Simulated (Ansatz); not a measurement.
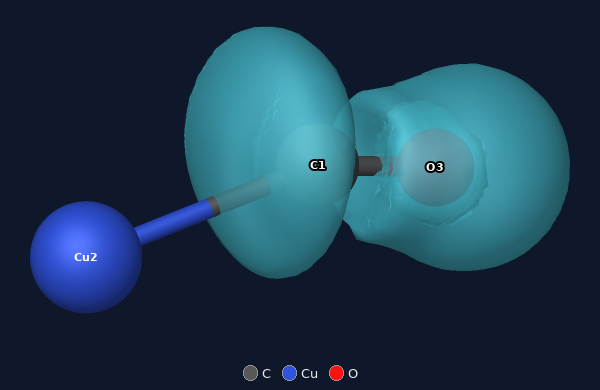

*CCuO (SMILES O=[C+][Cu]) (charge +1, triplet). Isosurface of the ELF at 0.75 (cyan), seen at a tilt. Core shells and regions of very low density are left out.*

Geometry: B3LYP/6-31G*.

These are results of isolated molecule in a Gaussian basis; Kohn-Sham density functional theory, functional PBE0 (Ansatz), not measurements.

Question: Identify the bonds, lone pairs and shells in this picture.

Answer: At this value the surface marks out one region on O in which the atom's valence shell and bonds are merged and one region wrapped around C (its valence shell).

Values along the shortest contacts:
C–O (1.13 Å): the ELF peaks at about 0.85 between the atoms (a multiple bond). C–Cu (2.13 Å): the ELF peaks at about 1 in the valence shell of C, 0.7 Å from its nucleus, and is about 0.40 at the midpoint.
